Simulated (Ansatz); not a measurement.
**Single-point calculation of Sn6S6**

System: Sn6S6.
Method: RKS PBE0-D4/def2-SVP (Ansatz 0.2.0).

The geometry comes from this level: PBE-D4/def2-SVP.

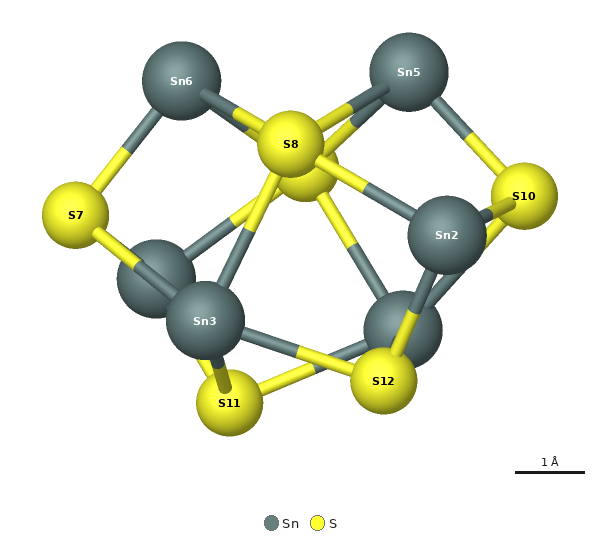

Figure 1. The structure as given in the input (ball-and-stick view, seen at a tilt; atoms are numbered from 1 in the order of the input). Sticks mark near contacts. Bond lengths as drawn: S–Sn 2.51 to 2.94 Å.

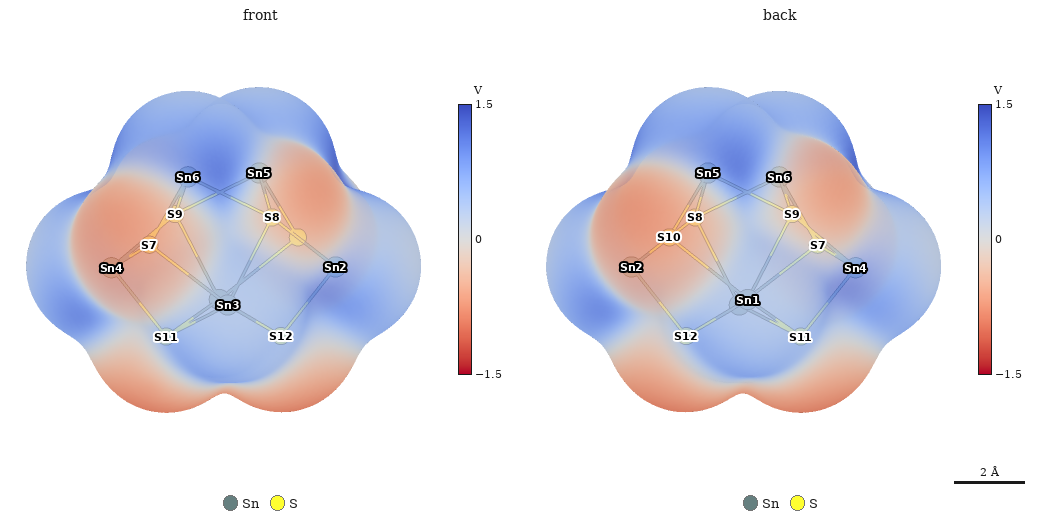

Figure 2. The molecular electrostatic potential painted on the density surface at 0.001 e/bohr³, seen at a tilt and from behind; red is negative and blue positive.

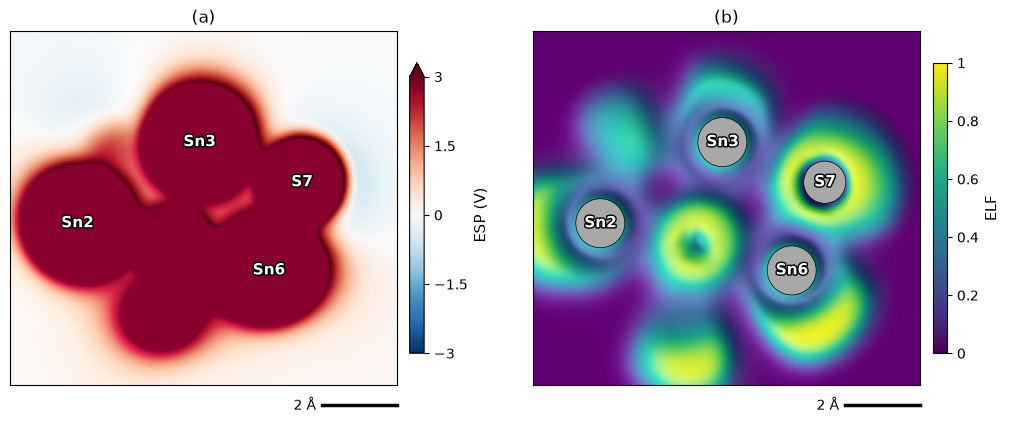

Figure 3. (a) molecular electrostatic potential; (b) electron localisation function on the plane of atoms Sn3, S7 and Sn6. Grey discs, where drawn, cover atomic cores. Sn–S (2.51 Å): the ELF peaks at about 0.85 in the valence shell of S, 0.9 Å from its nucleus, and drops to about 0.15 between the two atoms.

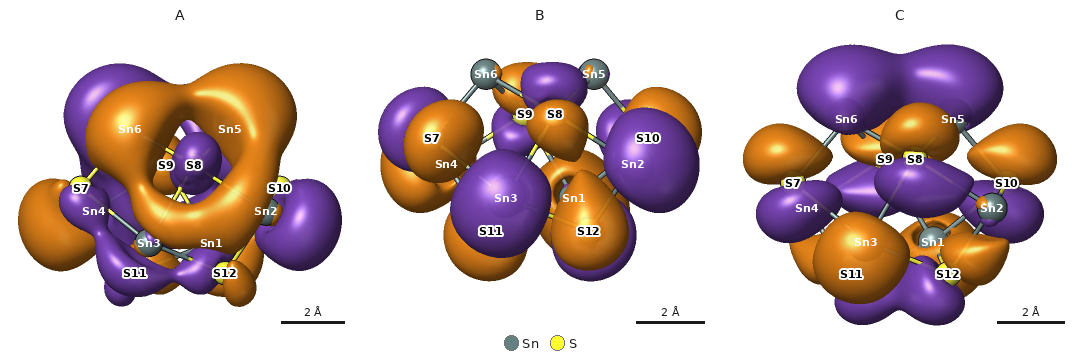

Figure 4. Three frontier orbitals at ±0.04 Å⁻³ᐟ² (orange and purple are the two phases). C is the HOMO−1 (−6.42 eV). It lies mainly on S7 (10 %), S10 (10 %), Sn5 (10 %), Sn6 (10 %) and S8 (10 %). B is the HOMO (−6.03 eV). It lies mainly on S11 (15 %), S12 (15 %), Sn1 (15 %), Sn3 (15 %) and S7 (10 %). A is the LUMO (−2.56 eV). By Hirshfeld shares it lies mainly on Sn5 (20 %), Sn6 (20 %), Sn2 (15 %) and Sn4 (15 %). The HOMO–LUMO gap is 3.47 eV between the orbital energies.

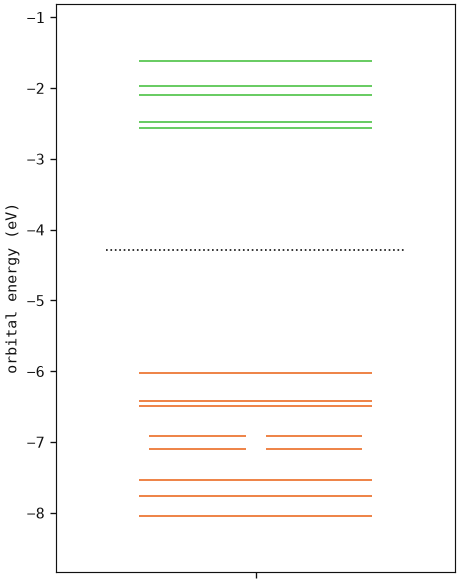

Figure 5. Orbital energies near the frontier; the dotted line parts filled from empty levels, and levels within 0.02 eV of each other stand side by side. Highest filled −6.03 eV, lowest empty −2.56 eV, 3.47 eV apart.

The input that produced these results follows, with the program's output.

Input file
```yaml
crystal:
  periodic: [false, false, false]
  atoms:
    - {symbol: Sn, position_ang: [-0.652269, 1.956451, -1.056880]}
    - {symbol: Sn, position_ang: [-0.485001, 1.611720, 2.783445]}
    - {symbol: Sn, position_ang: [2.267126, 0.062976, 0.471252]}
    - {symbol: Sn, position_ang: [0.875496, -1.127417, -2.924472]}
    - {symbol: Sn, position_ang: [-2.605506, -0.705009, 1.000857]}
    - {symbol: Sn, position_ang: [-0.252875, -2.867024, 0.032150]}
    - {symbol: S, position_ang: [2.006330, -2.467422, -0.988932]}
    - {symbol: S, position_ang: [-0.005246, -0.970435, 1.931707]}
    - {symbol: S, position_ang: [-1.416912, -0.807438, -1.416007]}
    - {symbol: S, position_ang: [-2.541224, 1.798564, 1.184413]}
    - {symbol: S, position_ang: [1.790882, 1.030708, -1.951554]}
    - {symbol: S, position_ang: [1.019210, 2.484326, 0.934031]}
basis:
  gaussian: {orbitals: def2-SVP, initial_orbitals: start.molden}
hamiltonian: {xc: pbe0, dispersion: d4}
scf: {omitted_lower_state_checks: [starts]}
output: {orbitals: {seedname: orbitals}}
```

Launched with:
```bash
ansatz run in.yaml --threads 4 --pin off --events-out ev --progress --plain --max-ram 6963MiB
```

Output
```
Functional definition: PBE0
  name "PBE0"
  cite "Adamo & Barone, J. Chem. Phys. 110, 6158 (1999) doi:10.1063/1.478522"
  cite "Perdew, Burke & Ernzerhof, Phys. Rev. Lett. 77, 3865 (1996) doi:10.1103/PhysRevLett.77.3865"
  parent pbe
  parameter a = 0.25
  parameter kappa = 0.804
  parameter beta = 0.06672455060314922
  exchange = (1 - a)*pbe_x(kappa = kappa, mu = beta*pi^2/3) + a*exact_x
  correlation = pbe_c(beta = beta)
these checks for a lower state are left out or cut short: starts
3001 factors; integrals over basis functions are off by at most 4.0e-4 eV
mean field evaluation 1: about -99905.9003 eV, gradient 1.6e2 eV
mean field evaluation 2: about -99933.5354 eV, gradient 4.1e1 eV
mean field evaluation 4: about -99970.5938 eV, gradient 1.9e1 eV
mean field evaluation 8: about -99974.0367 eV, gradient 1.4e-3 eV
mean field -99974.03671165 eV, -3673.9780843172 hartree, gradient 1.9e-5 eV, S^2 0.000000; 0 other end points of the search recorded, 0 dependent functions left out
reference -99974.03674882 eV, -3673.9780856833 hartree; 114, 114 occupied and 150, 150 virtual orbitals, 3001 factors
Total energy: -99975.59886147 eV, -3674.0354922644 hartree
Checks for a lower state left out: starts
```

Summary

| quantity | value |
| --- | --- |
| outcome | converged |
| total energy | −99975.5989 eV |
| mean-field energy | −99974.0367 eV |
| dispersion energy | −1.5621 eV |
| SCF solution under orbital rotations | stable |
| HOMO | −6.03 eV |
| LUMO | −2.56 eV |
| hardware | 4 threads of Arm Neoverse V2, 23 GiB of memory available, shared host |
| wall time | 32 s (CPU time 2.1 min) |
| peak memory | 1.8 GiB |
